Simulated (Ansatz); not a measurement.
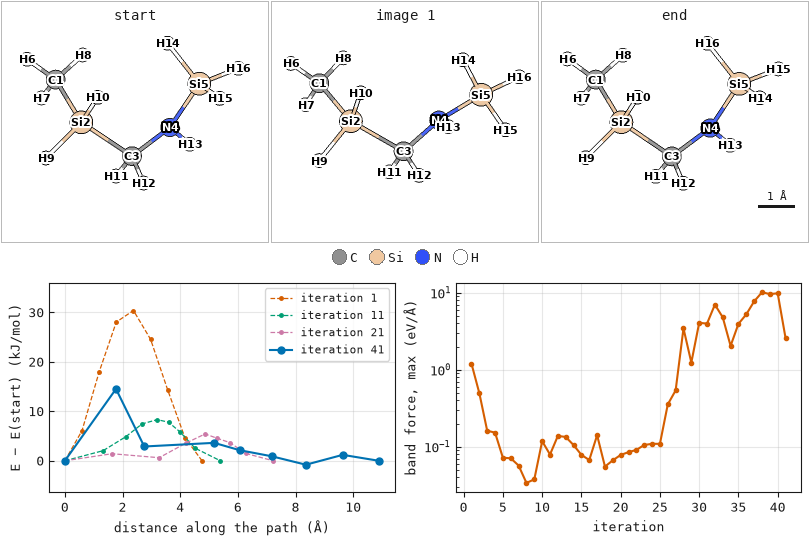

A search for the minimum-energy path of C2H11NSi2 by the nudged elastic band. Images are numbered from 0 (start) to 8 (end). The plot follows the band through its iterations. A ball-and-stick model, seen face on.

Theory: RKS PBE0/def2-SVP (Ansatz). Run with 7 movable images; climbing image; force threshold 0.05 eV/Å; iteration limit 41; starting path by image-dependent pair potential.

> Judge this run.

The result isn't final. The band hadn't converged when the run stopped after 41 iterations. The largest component of the band force went from 1.2 to 2.6 eV/Å. The barrier read from it is provisional: over the last two iterations the highest image moved from 27.3 kJ/mol to 14.5 kJ/mol. The first iteration put the highest image at 30.4 kJ/mol. Relative to the start the highest point is image 1 at +14.5 kJ/mol and the end lies at 0.0 kJ/mol, but the profile dips to −0.8 kJ/mol at image 6 on the way, so there may be more than one step; on an unconverged band the side maxima are provisional.
